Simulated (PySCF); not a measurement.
```
atom   x (Å)   y (Å)    z (Å)
   B  0.0000  0.0000  -1.6121
  As  0.0000  0.0000   0.2369
```

Level of theory: PBE0/x2c-TZVPPall, spin-free X2C-1e, Gaussian nucleus, at a bond length of 1.849 Å in PySCF.

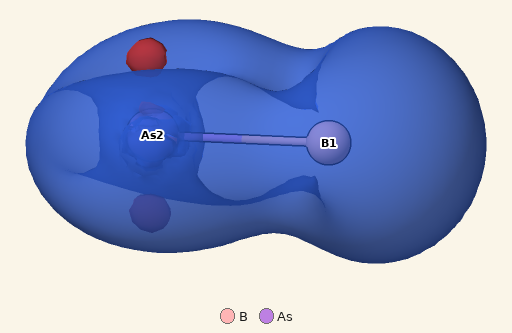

BAs (triplet). Isosurfaces of the spin density (α minus β) at +0.03 (blue) and −0.03 e/Å³ (red), seen from one side.

Which atoms carry the spin?

The unpaired spin (2 electrons) lies mostly on B1 (about 1.1) and As2 (about 0.9), in electrons by Hirshfeld's partition.
